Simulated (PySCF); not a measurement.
Al(SMe)3, SMILES C[S][Al]([S]C)[S]C (C₃H₉AlS₃), singlet at its GFN2-xTB optimised geometry (Å):

```
16

Al     0.1001    -0.6750     0.0000
S      2.3031    -0.6750     0.0000
C      2.6347    -2.4746    -0.0004
H      3.2131    -2.7035     0.8889
H      3.2125    -2.7032    -0.8902
H      1.7032    -3.0379    -0.0002
S     -1.0013     1.2329     0.0000
C      0.3916     2.4196     0.0018
H      1.3451     1.8945    -0.0020
H      0.3024     3.0315     0.8937
H      0.2989     3.0379    -0.8853
S     -1.0014    -2.5827     0.0007
C     -2.7256    -1.9697     0.0008
H     -3.2131    -2.3570     0.8897
H     -3.2125    -2.3548    -0.8894
H     -2.7474    -0.8814     0.0021
```

Level of theory: CAM-B3LYP/def2-TZVP run with PySCF. Cells within 0.4 Å of a nucleus heavier than hydrogen are left out (blank, or x).

Map of the electron localisation function on the plane z = 0.0 Å:

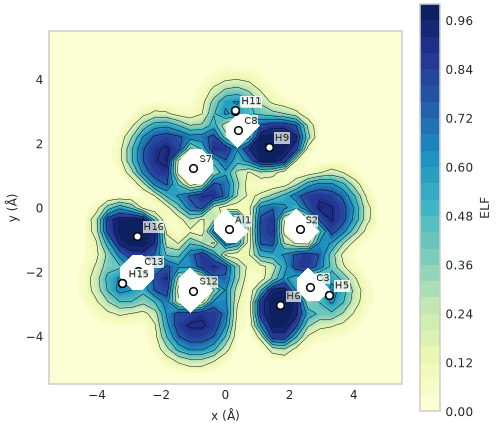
*Electron localisation function on the plane z = 0.0 Å.*
